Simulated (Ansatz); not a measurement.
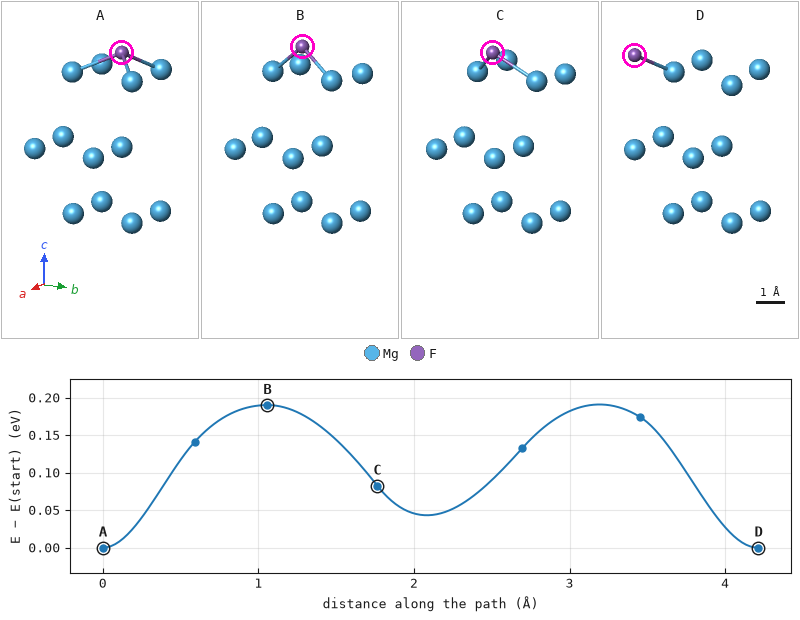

A search for the minimum-energy path of F on Mg(0001) (13 atoms in the cell) by the nudged elastic band. Images are numbered from 0 (start) to 6 (end). Frames A to D are images 0, 2, 3, 6. The picture is a ball-and-stick view of the simulation cell, with the vacuum cut short (origin moved), seen slightly off an axis. The moving atom is ringed, with any periodic copies. Bonds to atoms that aren't drawn are left out.

Method: DFT PBEsol, scalar-relativistic, plane waves, PAW in Ansatz. Run with plane-wave cutoff 420 eV; k-point mesh 4 × 4 × 1; Gaussian smearing 0.1 eV; 4 atoms held fixed; 5 movable images; climbing image; force threshold 0.03 eV/Å; iteration limit 63; starting path by image-dependent pair potential.

> What happens along the path, and what is the barrier?

The adsorbate starts on a hollow site and hops by a lattice vector of the surface; other mechanisms, such as exchange with a surface atom, weren't searched. The path has more than one stage, and so few images may leave a stage unresolved. The F atom travels furthest, 3.21 Å from end to end, on a path that bends up to 0.79 Å away from the straight line. At the highest image its nearest neighbour (Mg) is 1.93 Å away, against 2.05 Å at the start, and the surrounding atoms stand up to 0.18 Å off the mean of their end positions. The barrier is about 0.190 eV in both directions, with image 2 at the top; the ends have the same energy. The profile has 2 maxima (images 2, 5) with a dip at image 3 (+0.082 eV), so the process runs in steps. The band converged in 10 iterations. The largest component of the band force went from 2 to 0.025 eV/Å. The climbing image converged on the top of the path. A check of its curvatures found one unstable direction (−0.33 eV/Å²), as a transition state must have.

Limits of the set-up: the cell has an odd number of electrons but was run without spin polarisation; the periodic images lie only 6.4 Å apart, so the values are limited by the cell's size.
